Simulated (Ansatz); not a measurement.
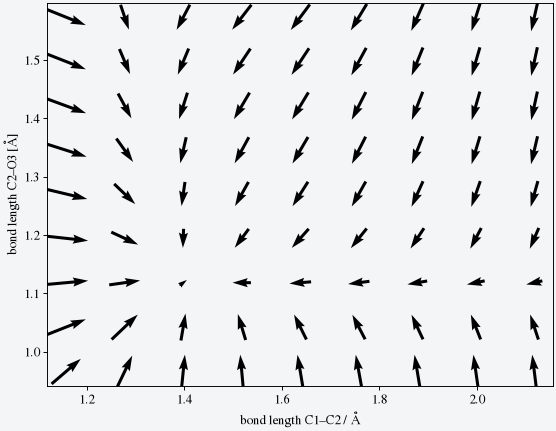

C2HO, SMILES [CH+]=C=O, charge +1. First axis: bond length C1–C2. Second axis: bond length C2–O3. Nothing is relaxed (all other coordinates rigid). The scan uses a 9 × 9 grid. Points are written as (first, second). The reference is spin-restricted, which grows unreliable where a bond is stretched far. Theory: RKS wB97X-V/def2-TZVP (Ansatz).

In the figure: arrows along the force (downhill), their lengths compressed.

### The arrows alone are given. Where is the energy lowest?

The arrows converge at about (1.412 Å, 1.123 Å) (read from the interpolated surface).

The energy map of the same scan:

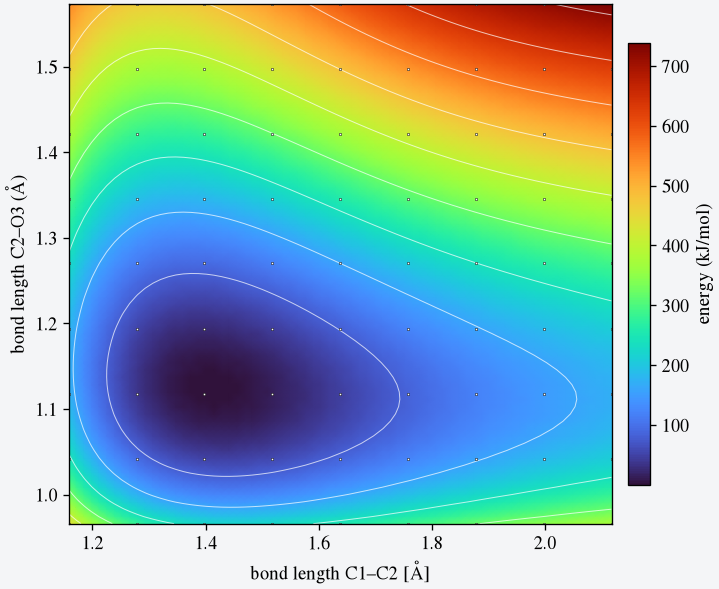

Energies are in kJ/mol, from the relaxed molecule at the same level; between grid points the surface is interpolated.
